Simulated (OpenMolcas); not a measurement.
Run report: S$_{2}$F$_{2}$, excited-state calculation (part 2 of 3)

The same run, continued: S$_{2}$F$_{2}$ (Difluorodisulfane); CASPT2/ANO-R1, sfX2C (OpenMolcas 26.06). The geometry comes from this level: PBE0-D4/def2-TZVP.

Geometry of the input (Å):
```
F  -1.7837  -0.1999  -0.6216
S  -0.4677  0.7641  -0.6324
S  1.0450  -0.2764  -0.1847
F  1.2064  -0.2878  1.4387
```

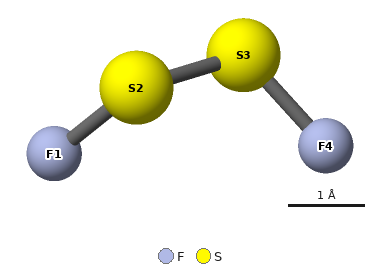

**Figure 1.** The structure (ball-and-stick view, seen at a tilt; atoms are numbered from 1 in the order of the input).

The program's output, continued
```
      LoProp population analysis for root number:  1
      -----------------------------------------------

++    LoProp analysis:
      ----------------

++    Static properties:
      ------------------

      LoProp Charges per center

                   F1       S2       S3       F4
      Nuclear      9.0000  16.0000  16.0000   9.0000
      Electronic  -9.4209 -15.5842 -15.5879  -9.4069

      Total       -0.4209   0.4158   0.4121  -0.4069
--

      Natural Bond Order analysis for root number:  1

++    Natural Bond Order analysis
      ---------------------------
      Based on LoProp computed density
      -------------------------------------------------------------------------------------
      Atom A       Atom B       Bond Order
      -------------------------------------------------------------------------------------
      NBO located      1.000 non-bonded electrons on atom F1
      NBO located      0.993 non-bonded electrons on atom F1
      NBO located      1.001 non-bonded electrons on atom S2
      NBO located      1.001 non-bonded electrons on atom S2
      NBO located      0.998 non-bonded electrons on atom S2
      NBO located      1.000 non-bonded electrons on atom S2
      NBO located      0.999 non-bonded electrons on atom S2
      NBO located      1.000 non-bonded electrons on atom S2
      NBO located      0.998 non-bonded electrons on atom S3
      NBO located      1.000 non-bonded electrons on atom S3
      NBO located      1.000 non-bonded electrons on atom S3
      NBO located      0.999 non-bonded electrons on atom S3
      NBO located      0.999 non-bonded electrons on atom S3
      NBO located      1.000 non-bonded electrons on atom F4
      NBO located      1.005 non-bonded electrons on atom F4
      NBO located      0.992 non-bonded electrons on atom F4
      The remaining    9.848 electrons are to be considered as diffuse
--

--

      Von Neumann Entropy (Root   2) =  1.51938

      Mulliken population analysis for root number:  2
      -----------------------------------------------

++    Molecular charges:
      ------------------

      Mulliken charges per centre
      ---------------------------

                F1      S2      S3      F4
      Total    9.3766 15.6440 15.6426  9.3369

      N-E     -0.3766  0.3560  0.3574 -0.3369

      Total electronic charge=   50.000000

      Total            charge=   -0.000000
--

      Expectation values of various properties for root number:  2
      -----------------------------------------------------------

++    Molecular properties:
      ---------------------

      Charge (e):
                      =   -0.0000
      Dipole Moment (debye):
      Origin of the operator (angstrom)=    0.0735    0.0621   -0.1040
                   X=  9.6651E-01               Y=  6.0139E-01               Z= -8.5112E-01           Total=  1.4213E+00
      Quadrupole Moment (debye*angstrom):
      Origin of the operator (angstrom)=    0.0735    0.0621   -0.1040
                  XX= -3.8471E+01              XY= -2.7562E+00              XZ= -2.9392E+00              YY= -3.3334E+01
                  YZ= -1.5489E-02              ZZ= -3.7453E+01
      In traceless form (debye*angstrom)
                  XX= -3.0769E+00              XY= -4.1343E+00              XZ= -4.4088E+00              YY=  4.6282E+00
                  YZ= -2.3233E-02              ZZ= -1.5513E+00
--

      LoProp population analysis for root number:  2
      -----------------------------------------------

++    LoProp analysis:
      ----------------

++    Static properties:
      ------------------

      LoProp Charges per center

                   F1       S2       S3       F4
      Nuclear      9.0000  16.0000  16.0000   9.0000
      Electronic  -9.4882 -15.5338 -15.5437  -9.4343

      Total       -0.4882   0.4662   0.4563  -0.4343
--

      Natural Bond Order analysis for root number:  2

++    Natural Bond Order analysis
      ---------------------------
      Based on LoProp computed density
      -------------------------------------------------------------------------------------
      Atom A       Atom B       Bond Order
      -------------------------------------------------------------------------------------
      NBO located      1.000 non-bonded electrons on atom F1
      NBO located      0.989 non-bonded electrons on atom F1
      NBO located      0.997 non-bonded electrons on atom S2
      NBO located      0.999 non-bonded electrons on atom S2
      NBO located      1.000 non-bonded electrons on atom S2
      NBO located      1.000 non-bonded electrons on atom S2
      NBO located      0.999 non-bonded electrons on atom S2
      NBO located      0.923 non-bonded electrons on atom S3
      NBO located      0.998 non-bonded electrons on atom S3
      NBO located      1.000 non-bonded electrons on atom S3
      NBO located      1.000 non-bonded electrons on atom S3
      NBO located      0.999 non-bonded electrons on atom S3
      NBO located      0.999 non-bonded electrons on atom S3
      NBO located      0.991 non-bonded electrons on atom F4
      NBO located      1.000 non-bonded electrons on atom F4
      NBO located      1.004 non-bonded electrons on atom F4
      The remaining    9.719 electrons are to be considered as diffuse
--

--

      Von Neumann Entropy (Root   3) =  1.38530

      Mulliken population analysis for root number:  3
      -----------------------------------------------

++    Molecular charges:
      ------------------

      Mulliken charges per centre
      ---------------------------

                F1      S2      S3      F4
      Total    9.3927 15.6135 15.7062  9.2876

      N-E     -0.3927  0.3865  0.2938 -0.2876

      Total electronic charge=   50.000000

      Total            charge=   -0.000000
--

      Expectation values of various properties for root number:  3
      -----------------------------------------------------------

++    Molecular properties:
      ---------------------

      Charge (e):
                      =   -0.0000
      Dipole Moment (debye):
      Origin of the operator (angstrom)=    0.0735    0.0621   -0.1040
                   X=  1.5605E+00               Y=  1.2737E+00               Z= -1.5388E+00           Total=  2.5348E+00
      Quadrupole Moment (debye*angstrom):
      Origin of the operator (angstrom)=    0.0735    0.0621   -0.1040
                  XX= -3.8338E+01              XY= -2.2016E+00              XZ= -1.6108E+00              YY= -3.4986E+01
                  YZ=  1.0282E-01              ZZ= -3.4885E+01
      In traceless form (debye*angstrom)
                  XX= -3.4024E+00              XY= -3.3025E+00              XZ= -2.4162E+00              YY=  1.6254E+00
                  YZ=  1.5424E-01              ZZ=  1.7770E+00
--

      LoProp population analysis for root number:  3
      -----------------------------------------------

++    LoProp analysis:
      ----------------

++    Static properties:
      ------------------

      LoProp Charges per center

                   F1       S2       S3       F4
      Nuclear      9.0000  16.0000  16.0000   9.0000
      Electronic  -9.5158 -15.4965 -15.6089  -9.3788

      Total       -0.5158   0.5035   0.3911  -0.3788
--

      Natural Bond Order analysis for root number:  3

++    Natural Bond Order analysis
      ---------------------------
      Based on LoProp computed density
      -------------------------------------------------------------------------------------
      Atom A       Atom B       Bond Order
      -------------------------------------------------------------------------------------
      NBO located      0.999 non-bonded electrons on atom F1
      NBO located      0.982 non-bonded electrons on atom F1
      NBO located      0.997 non-bonded electrons on atom S2
      NBO located      0.999 non-bonded electrons on atom S2
      NBO located      1.000 non-bonded electrons on atom S2
      NBO located      1.000 non-bonded electrons on atom S2
      NBO located      0.999 non-bonded electrons on atom S2
      NBO located      0.998 non-bonded electrons on atom S3
      NBO located      1.000 non-bonded electrons on atom S3
      NBO located      0.999 non-bonded electrons on atom S3
      NBO located      1.000 non-bonded electrons on atom S3
      NBO located      0.999 non-bonded electrons on atom S3
      NBO located      1.000 non-bonded electrons on atom F4
      NBO located      0.991 non-bonded electrons on atom F4
      NBO located      1.004 non-bonded electrons on atom F4
      The remaining   10.617 electrons are to be considered as diffuse
--

--

      Average orbitals are written to the RASORB file
      Natural orbitals for root   1 are written to the RASORB.1 file
      Natural orbitals for root   2 are written to the RASORB.2 file
      Natural orbitals for root   3 are written to the RASORB.3 file
      Spin density orbitals for root   1 are written to the SPDORB.1 file
      Spin density orbitals for root   2 are written to the SPDORB.2 file
      Spin density orbitals for root   3 are written to the SPDORB.3 file

--- Stop Module: rasscf /rc=_RC_ALL_IS_WELL_ ---
           step3.RasOrb.3 step3.rasscf.h5 step3.SpdOrb.1 step3.SpdOrb.2 step3.SpdOrb.3 xmldump
--- Module rasscf spent 2 seconds ---

--- Start Module: caspt2 ---

                                              &CASPT2

                       available to each process: 1.9 GB of memory, 1 thread

++    Wave function specifications:
      -----------------------------

      Number of closed shell electrons          16
      Number of electrons in active shells      10
      Max number of holes in RAS1 space          0
      Max number of electrons in RAS3 space      0
      Number of inactive orbitals                8
      Number of active orbitals                  8
      Number of secondary orbitals              36
      Spin quantum number                      0.0
      State symmetry                             1
      Number of CSFs                          1176
      Number of CASSCF root(s) available         3
      CASPT2 state passed to geometry opt.       3
      A file JOBMIX will be created
      This is a MULTI-STATE CASSCF reference
      Number of CI roots used                    3
      These are:                                 1   2   3
      Off-diagonal elements of Heff are computed
--

++    Orbital specifications:
      -----------------------

      Symmetry species                           1
                                                 a
      Frozen orbitals                           12
      Inactive orbitals                          8
      Active orbitals                            8
      Secondary orbitals                        36
      Deleted orbitals                           0
      Number of basis functions                 64
--

++    CASPT2 specifications:
      ----------------------

      Type of calculation                        MS-CASPT2
      Fock operator                              state-specific
      IPEA shift                                 0.25
      Real shift                                 0.00
      Imaginary shift                            0.20
      The input orbitals will be transformed to quasi-canonical
--

--------------------------------------------------------------------------------
 Estimated memory requirements:
  POLY3 :                   384302
  RHS:                      346064
  SIGMA :                   420496
  PRPCTL:                        0
 Available workspace:    232476626

++ CASPT2 computation for group   1

********************************************************************************
 Multi-State initialization phase begins for group   1
--------------------------------------------------------------------------------
********************************************************************************
 Compute H0 matrices for state    1
--------------------------------------------------------------------------------
--------------------------------------------------------------------------------
 H0 matrices have been computed.

********************************************************************************
  CASPT2 EQUATION SOLUTION
--------------------------------------------------------------------------------

  Total nr of CASPT2 parameters:
   Before reduction:      246080
   After  reduction:      245440

 Variance of |WF0>:       2.5737134551

 The contributions to the second order correlation energy in atomic units.
-----------------------------------------------------------------------------------------------------------------------------
  IT.      VJTU        VJTI        ATVX        AIVX        VJAI        BVAT        BJAT        BJAI        TOTAL       RNORM
-----------------------------------------------------------------------------------------------------------------------------
   1    -0.005103   -0.006879   -0.056361   -0.052858   -0.044748   -0.075406   -0.098371   -0.247713   -0.587439    0.010574
   2    -0.005183   -0.006996   -0.056964   -0.053250   -0.044981   -0.075756   -0.098587   -0.247980   -0.589697    0.001412
   3    -0.005184   -0.006998   -0.056985   -0.053264   -0.044987   -0.075769   -0.098575   -0.247970   -0.589732    0.000236
   4    -0.005184   -0.006998   -0.056978   -0.053260   -0.044983   -0.075762   -0.098569   -0.247963   -0.589698    0.000037
   5    -0.005184   -0.006998   -0.056978   -0.053260   -0.044983   -0.075762   -0.098570   -0.247963   -0.589697    0.000006
   6    -0.005184   -0.006998   -0.056978   -0.053260   -0.044983   -0.075762   -0.098570   -0.247963   -0.589698    0.000001
-----------------------------------------------------------------------------------------------------------------------------

  FINAL CASPT2 RESULT:

      Reference energy:        -996.3611283853
      E2 (Non-variational):      -0.5896975928
      Shift correction:          -0.0025957962
      E2 (Variational):          -0.5922933891
      Total energy:            -996.9534217743
      Residual norm:              0.0000001624
      Reference weight:           0.85096

      Contributions to the CASPT2 correlation energy
      Active & Virtual Only:         -0.1327395444
      One Inactive Excited:          -0.1570139023
      Two Inactive Excited:          -0.2999441461

++ Denominators, etc.
--------------------------------------------------------------------------------------------------------------
 Report on small energy denominators, large coefficients, and large energy contributions.
CASE  SYMM ACTIVE-MIX  NON-ACTIVE INDICES          DENOMINATOR     RHS VALUE       COEFFICIENT     CONTRIBUTION
VJTIP    1  Mu1.0002  In1.016 In1.016               1.78049253      0.05061194     -0.02958816     -0.00149751
BVATM    1  Mu1.0002  Se1.035 Se1.033               1.85503150      0.04995689     -0.02669116     -0.00133341
BVATM    1  Mu1.0003  Se1.035 Se1.034               1.89186576     -0.04933725      0.02573714     -0.00126980
--

   (Skipping property calculation,
    use PROP keyword to activate)
--

++ CASPT2 computation for group   2

********************************************************************************
 Multi-State initialization phase begins for group   2
--------------------------------------------------------------------------------
********************************************************************************
 Compute H0 matrices for state    2
```
